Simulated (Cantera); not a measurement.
Charge: 1 mol toluene, 0.36 mol CO₂, 3.5 mol H₂, equilibrated at 650000 Pa.

Method: chemical equilibrium by Gibbs-energy minimisation in Cantera with the NASA 1993 tables (ideal gas, pure condensed phases). Candidate condensed phases: C, C₆H₆, C₇H₈, C₈H₁₈, H₂O; 110 gas species. Equilibrium is a limit: real reactors are often held back by kinetics, nucleation or transport.

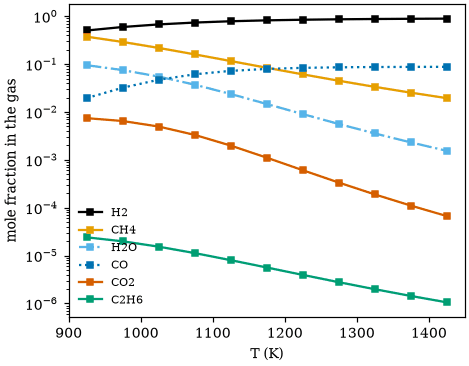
Figure. Equilibrium gas composition (values under 1e-9 drawn at 1e-9)

Task: Read off the mole fractions at 925 K.

Result: H₂ about 0.50, CH₄ about 0.37, H₂O about 0.095, CO about 0.020, CO₂ about 0.0074, C₂H₆ about 2.4e-5.
